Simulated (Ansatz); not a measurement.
**Moving the knobs of a GW run on LiCl (Fm-3m)**

A base run on LiCl (Fm-3m), then changed inputs.

Calculated with Ansatz 0.2.0; G0W0 on PBE, plane waves, PAW; PAW set soft_1.

**1. The starting structure**

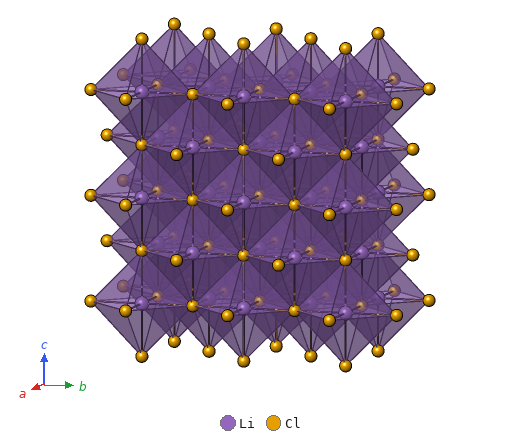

The starting structure, seen slightly off an axis (lithium purple, chlorine orange). 1×2×2 cells are drawn. This picture shows the conventional cell, with its axes. Some periodic images of atoms are drawn too.

The cell and positions come from the Crystallography Open Database and are kept as given unless a step says otherwise.

**2. The base run: 4×4×4 mesh, 101 empty bands, screening to 120 eV, PAW set soft_1 files**

Now the one-shot GW correction: screening in the RPA, then the self-energy of the levels asked for. This step takes PAW set soft_1 files.

Input file input.yaml:

```yaml
crystal:
  lattice:
    - [0.0, 2.5715, 2.5715]
    - [2.5715, 0.0, 2.5715]
    - [2.5715, 2.5715, 0.0]
  atoms:
    - { symbol: Li, position: [0.0, 0.0, 0.0] }
    - { symbol: Cl, position: [0.5, 0.5, 0.5] }
kpoints:
  mp_grid: { grid: [4, 4, 4] }
hamiltonian:
  xc: pbe
  pseudopotentials: { kind: paw, azcp: { folder: soft_1 } }
scf:
  occupations: { method: fixed }
gw:
  n_empty_bands: 101
  ecut_chi: 120
  qp_bands: [v2, c2]
  qp_kpoints: band_edges
  screening: { model: contour_deformation }
```

Command:

```bash
ansatz run input.yaml --threads 24 --pin off --max-ram 82944MiB --backend cuda --events-out ev --progress --plain --runs-dir out --devices 1 --max-vram 78GiB
```

Numbers of over 12 decimals in the logs are rounded to 6 here.

The log of the run:

```text
GPUs: using 1 of 1 available (devices: 1).
Engine: ansatz 0.2.0, aarch64-unknown-linux-gnu
Pseudopotentials: kind: paw
Pseudopotential: Li, paw, valence charge 3, recommended cutoff 420 eV (normal), soft_1/Li.paw.azcp
Pseudopotential: Cl, paw, valence charge 7, recommended cutoff 420 eV (normal), soft_1/Cl.paw.azcp
Functional definition: PBE
  parameter kappa = 0.804
  parameter beta = 0.066725
  exchange = pbe_x(kappa = kappa, mu = beta*pi^2/3)
  correlation = pbe_c(beta = beta)
device memory: the entry about to start is reckoned to put 1.7 GiB on a device that reports 172.9 GiB free (of which the cap on the GPU budget leaves the run 78.0 GiB)
GPU FFT provider: cuFFT
GPU libraries: cuBLAS 13.8.1, cuFFT 12.4.0, cuSOLVER 12.3.2
GPU matrix products: emulated (plane waves: as basis.precision tells), large ones in fixed point in workspaces of 1.00 GiB
Crystal: 2 atoms, lattice volume = 34.009 Å³
Basis set: ecut = 420 eV, 645 PW (Γ)
Bands: 9, of which v1, the nominal top of the filled ones, is band 5 counted from 1 (4 counted from 0)
Symmetry: 48 space group operations
Space group: Fm-3m (ITA 225), of the structure as read, at distance tolerance 3.2e-5 Å
k-points: 8 of 64
Non-local potential: Li, projectors of the file, l = 0: 3, l = 1: 2, l = 2: 1
Non-local potential: Cl, projectors of the file, l = 0: 2, l = 1: 2, l = 2: 1
PAW form: soft (Blöchl's): semilocal exchange-correlation on the pseudo side does not see the compensation charge
PAW one-centre angular grid: Li, 110 points (default); XC on 96 Gauss nodes
PAW one-centre angular grid: Cl, 110 points (default); XC on 64 Gauss nodes
Initial density: superposition of atomic densities (chi_scale 0.1, normalization cell, long waves kept (reshape's long-wave potential 0.00 eV rms))
Initial wavefunctions: pseudopotential atomic-orbital guess
GPU buffer pool allocated for 15625 grid points (all kernels)
GPU transforms: local potential and band sums: pruned to the plane-wave sphere, on 25×25×25
Functional: x = pbe(κ = 0.804, μ = 0.219515), c = pbe(β = 0.066725)
SCF iter   1: F=—  HF=-1287.803090 eV  |F-HF|=—  |Δ(HF+E_count)|=         —  Δρ=2.86e-2  dr2=1.93e-1  ethr=3.10e-3  ⟨swp⟩=5.6  Hψ=490  notcnv=0  defer=8
preconditioner: auto → none  [insulator: Δε(μ)=5.859 eV  Ē_g=13.736 eV  n_scr=8 (ndim 8)  ℏωp=18.0 eV  f_vac=0.000  ε∞_Penn≈2.7]
SCF iter   2: F=—  HF=-1287.819451 eV  |F-HF|=—  |Δ(HF+E_count)|=   1.64e-2  Δρ=1.36e-2  dr2=4.23e-2  ethr=1.93e-3  ⟨swp⟩=2.2  Hψ=162  notcnv=0  defer=8
SCF iter   3: F=—  HF=-1287.829186 eV  |F-HF|=—  |Δ(HF+E_count)|=   9.73e-3  Δρ=2.99e-3  dr2=2.78e-3  ethr=4.23e-4  ⟨swp⟩=2.1  Hψ=120  notcnv=0  defer=10
SCF iter   4: F=—  HF=-1287.828729 eV  |F-HF|=—  |Δ(HF+E_count)|=   4.57e-4  Δρ=4.68e-4  dr2=4.83e-5  ethr=2.78e-5  ⟨swp⟩=2.9  Hψ=124  notcnv=0  defer=13
[...]
--- Per-component energies (eV) ---
  E_band       = -103.967464
  E_kinetic    = 169.964885
  E_local      = -328.965172  (includes V_loc(G=0)·N_el)
  E_nonlocal   = 11.491830
  E_hartree    = 96.660295
  E_xc         = -117.323505
  E_vxc        = -129.235588  (∫ρ·V_xc dr)
  E_paw        = -683.313273  (= ΣΔE_a)
  E_vpaw       = -20.544836  (= ΣTr[D̂ρ^β])
  E_aug_tail   = 0.000363  (compensation charges beyond the density's cutoff)
  E_ewald      = -436.344230
  E_smearing   = -0.000000  (= −TS)
  E_closure    = 0.000000  (closes the sum)
  Σ components = -1287.828807   (vs F -1287.828807, Δ=0.00e0)
--- Band table (eV; the first three rows and the last of 8) ---
  k-point 0: bands = ["-41.9077", "-11.7452", "1.6243", "1.6243", "1.6243", "7.9089", "13.4081", "13.4081", "13.4081"]
  k-point 1: bands = ["-41.9063", "-11.4819", "0.0605", "1.4916", "1.4916", "8.8074", "12.2225", "12.2225", "12.5161"]
  k-point 2: bands = ["-41.9050", "-11.1863", "-1.1593", "1.3723", "1.3723", "8.3582", "11.0528", "11.0528", "14.5155"]
  k-point 7: bands = ["-41.9042", "-10.9554", "-0.4668", "-0.4668", "0.5768", "11.0778", "11.7029", "11.9838", "11.9838"]
--- G₀W₀: contour deformation, 5 samples at zero and on the imaginary axis and 2 off it, 64 q-points, 101 empty bands' worth ---
  eigenvalues of the whole cell's RPA ε∞ on this k-mesh (on a slab, of 1 + 4πα/V) = 2.8305, 2.8305, 2.8305; static W/v taken at q = 0 is 0.353292
  gw.qp_kpoints: band_edges: 7 of 8 stored k-points solved, in 1 pass; an edge of the gap read off the rows below is read off those points alone
    valence top: of the k-points left out ik 7 came nearest to being solved in a further pass, in band 5 (counted from 1, as in the quasiparticle table): it holds the edge there only if its correction is more favourable than any solved in that band by at least 1.047 eV; those differ by 0.157 eV
    conduction bottom: of the k-points left out ik 7 came nearest to being solved in a further pass, in band 6 (counted from 1, as in the quasiparticle table): it holds the edge there only if its correction is more favourable than any solved in that band by at least 3.169 eV; those differ by 0.215 eV
    ik  band        ε_KS         Σx   Σc(E_QP)       V_xc       Z   E_QP_lin       E_QP  E_QP is
     0     4      1.6243   -21.3280     2.5666   -17.0997  0.7998    -0.0636    -0.0374  root
     0     5      1.6243   -21.3280     2.5666   -17.0997  0.7998    -0.0636    -0.0374  root
     0     6      7.9089    -6.1497    -3.6864   -10.6023  0.8432     8.6795     8.6752  root
     0     7     13.4081    -4.5034    -4.0773    -9.7879  0.8322    14.6297    14.6152  root
     1     4      1.4916   -21.2385     2.5942   -16.9607  0.7993    -0.2192    -0.1919  root
     1     5      1.4916   -21.2385     2.5942   -16.9607  0.7993    -0.2192    -0.1919  root
     1     6      8.8074    -5.4611    -3.7206   -10.0294  0.8424     9.6605     9.6551  root
     1     7     12.2225    -3.9985    -4.0495    -9.2507  0.8354    13.4389    13.4252  root
[...]
6     4      0.5383   -20.3064     2.7866   -15.7016  0.7955    -1.3157    -1.2799  root
     6     5      0.5383   -20.3064     2.7866   -15.7016  0.7955    -1.3157    -1.2799  root
     6     6      9.4344    -5.0914    -3.6786    -9.7515  0.8434    10.4234    10.4159  root
     6     7      9.8742    -3.9316    -3.5479    -8.3232  0.8481    10.7231    10.7179  root
[key lines of the parts left out:]
SCF converged after 6 iterations
Free energy (F): -1287.828807 eV
Fermi energy:    1.624262 eV
```

The job ended after 1.5 s (1 × NVIDIA GB200 (shared by 2 runs) with 24 threads of Arm Neoverse V2, shared host; peak memory 1.1 GiB; 3.8 s of CPU time).

Numbers from this step:

* bands summed: 106
* RPA ε∞ on this mesh (eigenvalues): 2.831, 2.831, 2.831
* plane waves in the screening matrix: 113
* q-points in the mesh: 64
* G0W0 gap on the mesh: 8.713 eV
* k of the valence top: 0, 0, 0
* k of the conduction bottom: 0, 0, 0
* starting gap on the mesh: 6.285 eV
* Z at the valence top: 0.7998
* Z at the conduction bottom: 0.8432
* least direct G0W0 gap on the computed points: 8.713 eV

The gap on the mesh goes from 6.28 eV to 8.71 eV, a correction of +2.43 eV. Between the two edge states, bare exchange in place of the xc potential would open the gap by 8.68 eV, and correlation takes back 6.25 eV.

**3. Variant: low screening cutoff**

input.yaml: that of step 2 with these lines changed.

```diff
@@ -17,3 +17,3 @@
   n_empty_bands: 101
-  ecut_chi: 120
+  ecut_chi: 55
   qp_bands: [v2, c2]
```

The log of the run:

```text
GPUs: using 1 of 1 available (devices: 1).
[...]
GPU FFT provider: cuFFT
GPU libraries: cuBLAS 13.8.1, cuFFT 12.4.0, cuSOLVER 12.3.2
[...]
Crystal: 2 atoms, lattice volume = 34.009 Å³
Basis set: ecut = 420 eV, 645 PW (Γ)
Bands: 9, of which v1, the nominal top of the filled ones, is band 5 counted from 1 (4 counted from 0)
[... 1 set-up line as in the run before ...]
[...]
k-points: 8 of 64
[...]
GPU buffer pool allocated for 15625 grid points (all kernels)
[...]
SCF iter   1: F=—  HF=-1287.803090 eV  |F-HF|=—  |Δ(HF+E_count)|=         —  Δρ=2.86e-2  dr2=1.93e-1  ethr=3.10e-3  ⟨swp⟩=5.6  Hψ=490  notcnv=0  defer=8
[...]
SCF iter   6: F=-1287.828807 eV  HF=-1287.828807 eV  |F-HF|=6.21e-9  |Δ(HF+E_count)|=   5.31e-7  Δρ=4.06e-6  dr2=3.78e-9  ethr=1.00e-9  ⟨swp⟩=4.2  Hψ=384  notcnv=0
SCF 1 converged in 6 iterations: F = -1287.828807 eV  dr2 = 3.78e-9
[...]
NSCF: frozen V_eff on 8 k-points
[...]
G₀W₀ screening: q 1/8
[... further progress lines ...]
[...]
SCF converged after 6 iterations
Free energy (F): -1287.828807 eV
[...]
Internal energy: -1287.828807 eV  (E = F + TS)
E sigma→0 (E₀):  -1287.828807 eV
Fermi energy:    1.624262 eV
[...]
--- Band table (eV; the first three rows and the last of 8) ---
[...]
0     4      1.6243   -21.3280     2.8172   -17.0997  0.8078     0.1945     0.2131  root
     0     5      1.6243   -21.3280     2.8172   -17.0997  0.8078     0.1945     0.2131  root
     0     6      7.9089    -6.1497    -3.7137   -10.6023  0.8452     8.6519     8.6478  root
     0     7     13.4081    -4.5034    -4.0261    -9.7879  0.8336    14.6824    14.6664  root
     1     4      1.4916   -21.2385     2.8398   -16.9607  0.8072     0.0339     0.0535  root
     1     5      1.4916   -21.2385     2.8398   -16.9607  0.8072     0.0339     0.0535  root
     1     6      8.8074    -5.4611    -3.7239   -10.0294  0.8439     9.6572     9.6517  root
     1     7     12.2225    -3.9985    -4.0154    -9.2507  0.8362    13.4739    13.4593  root
[...]
6     4      0.5383   -20.3064     2.9931   -15.7016  0.8025    -1.1011    -1.0733  root
     6     5      0.5383   -20.3064     2.9931   -15.7016  0.8025    -1.1011    -1.0733  root
     6     6      9.4344    -5.0914    -3.6780    -9.7515  0.8442    10.4240    10.4164  root
     6     7      9.8742    -3.9316    -3.5477    -8.3232  0.8484    10.7234    10.7181  root
```

Wall time 1.3 s (1 × NVIDIA GB200 (shared by 2 runs) with 24 threads); peak memory 1.1 GiB; 3.8 s of CPU time.

Against the base:

```csv
setting,base,variant
screening cutoff (eV),120,55
```

```csv
quantity,variant,base
starting gap on the mesh,6.285,6.285
G0W0 gap on the mesh,8.435,8.713
least direct G0W0 gap on the computed points,8.435,8.713
Z at the valence top,0.808,0.800
Z at the conduction bottom,0.845,0.843
```

**4. Variant: larger pair-density box**

input.yaml: that of step 3 with these lines changed.

```diff
@@ -16,4 +16,4 @@
 gw:
-  n_empty_bands: 101
-  ecut_chi: 55
+  n_empty_bands: 77
+  ecut_chi: 100
   qp_bands: [v2, c2]
@@ -21 +21,2 @@
   screening: { model: contour_deformation }
+  ecutfock_ratio: 2
```

The log of the run:

```text
GPUs: using 1 of 1 available (devices: 1).
[...]
GPU FFT provider: cuFFT
GPU libraries: cuBLAS 13.8.1, cuFFT 12.4.0, cuSOLVER 12.3.2
[...]
Crystal: 2 atoms, lattice volume = 34.009 Å³
Basis set: ecut = 420 eV, 645 PW (Γ)
Bands: 9, of which v1, the nominal top of the filled ones, is band 5 counted from 1 (4 counted from 0)
[... 1 set-up line as in the run before ...]
[...]
k-points: 8 of 64
[...]
GPU buffer pool allocated for 15625 grid points (all kernels)
[...]
SCF iter   1: F=—  HF=-1287.803090 eV  |F-HF|=—  |Δ(HF+E_count)|=         —  Δρ=2.86e-2  dr2=1.93e-1  ethr=3.10e-3  ⟨swp⟩=5.6  Hψ=490  notcnv=0  defer=8
[...]
SCF iter   6: F=-1287.828807 eV  HF=-1287.828807 eV  |F-HF|=6.21e-9  |Δ(HF+E_count)|=   5.31e-7  Δρ=4.06e-6  dr2=3.78e-9  ethr=1.00e-9  ⟨swp⟩=4.2  Hψ=384  notcnv=0
SCF 1 converged in 6 iterations: F = -1287.828807 eV  dr2 = 3.78e-9
[...]
G₀W₀ screening: q 1/8
[... further progress lines ...]
[...]
SCF converged after 6 iterations
Free energy (F): -1287.828807 eV
[...]
Internal energy: -1287.828807 eV  (E = F + TS)
E sigma→0 (E₀):  -1287.828807 eV
Fermi energy:    1.624262 eV
[...]
--- Band table (eV; the first three rows and the last of 8) ---
[...]
bands read: the sum over 82 bands ends inside a degenerate multiplet in 2 slots, whose members it reads at an even weight; the widest, k=0: bands 82 to 84 (counted from 1) at 1/3 each
[...]
0     4      1.6243   -21.3280     2.6543   -17.0997  0.8010     0.0269     0.0502  root
     0     5      1.6243   -21.3280     2.6543   -17.0997  0.8010     0.0269     0.0502  root
     0     6      7.9089    -6.1497    -3.6517   -10.6023  0.8438     8.7146     8.7099  root
     0     7     13.4081    -4.5034    -4.0264    -9.7879  0.8326    14.6820    14.6661  root
     1     4      1.4916   -21.2385     2.6809   -16.9607  0.8005    -0.1297    -0.1053  root
     1     5      1.4916   -21.2385     2.6809   -16.9607  0.8005    -0.1297    -0.1053  root
     1     6      8.8074    -5.4611    -3.6836   -10.0294  0.8429     9.6980     9.6920  root
     1     7     12.2225    -3.9985    -4.0089    -9.2507  0.8357    13.4805    13.4658  root
[...]
6     4      0.5383   -20.3064     2.8627   -15.7016  0.7966    -1.2364    -1.2038  root
     6     5      0.5383   -20.3064     2.8627   -15.7016  0.7966    -1.2364    -1.2038  root
     6     6      9.4344    -5.0914    -3.6493    -9.7515  0.8437    10.4531    10.4452  root
     6     7      9.8742    -3.9316    -3.5140    -8.3232  0.8484    10.7575    10.7518  root
```

Run time: 1.7 s. Hardware: 1 × NVIDIA GB200 (shared by 2 runs) with 24 threads; peak memory 1.1 GiB.

The G0W0 gap on the mesh is 8.660 eV.

Against the base:

```csv
setting,base,variant
empty bands,101,77
screening cutoff (eV),120,100
ecutfock ratio,-,2
```

```csv
quantity,variant,base
starting gap on the mesh,6.285,6.285
G0W0 gap on the mesh,8.660,8.713
least direct G0W0 gap on the computed points,8.660,8.713
Z at the valence top,0.801,0.800
Z at the conduction bottom,0.844,0.843
```

**5. Summary of results**

| Property | Result |
| --- | --- |
| base | 8.71 eV, 1.5 s |
| low screening cutoff | 8.43 eV, 1.3 s |
| larger pair-density box | 8.66 eV, 1.7 s |

**Reading.** Low screening cutoff: the gap moves by −0.28 eV; such settings are too crude to quote. Larger pair-density box: the gap moves by −0.05 eV. The variant differs from the base in empty bands, screening cutoff and ecutfock ratio together, so the change can't be laid to one of them. All runs here use a coarse mesh and modest cutoffs; they test settings and are not final values. The 4×4×4 mesh is coarse for this cell (its supercell is 15 Å along the shortest edge). The RPA ε∞ on it, from the PBE start, is 2.83; such meshes misread the long-range screening, most where the gap is narrow.

[Paths, hosts, dates, memory and timing lines, banners, echoed tables and standing remarks are left out of the program output.]

[Logs are printed without paths, hosts, clocks, repeated set-up lines and the standing remarks that a program may print on its own settings, such as how far it seeks lower states.]

[Runs of the session that timed out or met a known fault of the program may be left out.]

[Cells called generated may have been cut or substituted from an entry of the Crystallography Open Database or the Materials Project.]

[No measured gap is set beside runs whose start may be inverted or whose files or cutoffs have a known fault.]

[Hosts, paths, dates, database ids (printed as entryN), source tags and the programs' standing remarks are cut or masked in the printed files.]
